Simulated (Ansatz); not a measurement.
Cubic perovskite CsHgCl₃ was calculated with BLYP in Ansatz (plane waves, PAW).

Run with plane-wave cutoff 520 eV, 10×10×10 k mesh, Fermi–Dirac smearing 0.05 eV, scalar-relativistic PAW data made under PBE.

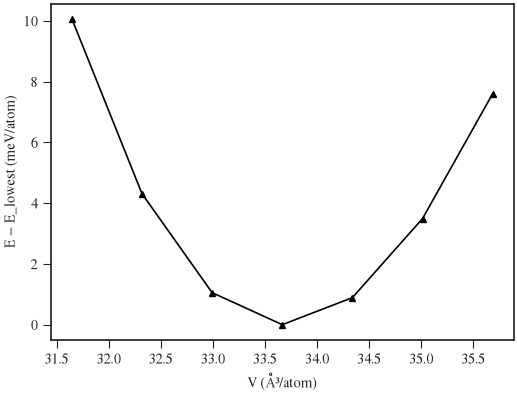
Fig. 1. Total energy against volume

Problem. From the curve, estimate the equilibrium volume and the bulk modulus.

Solution. V0 ≈ 33.7 Å³/atom and B0 ≈ 23 GPa; the fit gives V0 = 33.681 Å³/atom, B0 = 23.0 GPa, B′ = 5.3.

Measured, for comparison: equilibrium volume per atom 31.67 Å³/atom (temperature not stated, no zero-point or thermal correction; as tabulated in Moreira and Dias (2007), arXiv:cond-mat/0703451). Computed (rounded) less measured: equilibrium volume per atom +6.3 %.

Note: the relaxation could not lower the start's symmetry, so the cell can be a saddle point above a distorted one.

Spin–orbit coupling is not included; it can open a gap where bands touch, and shift volumes and moduli.

Ansatz is a quantum-chemistry and plane-wave program.
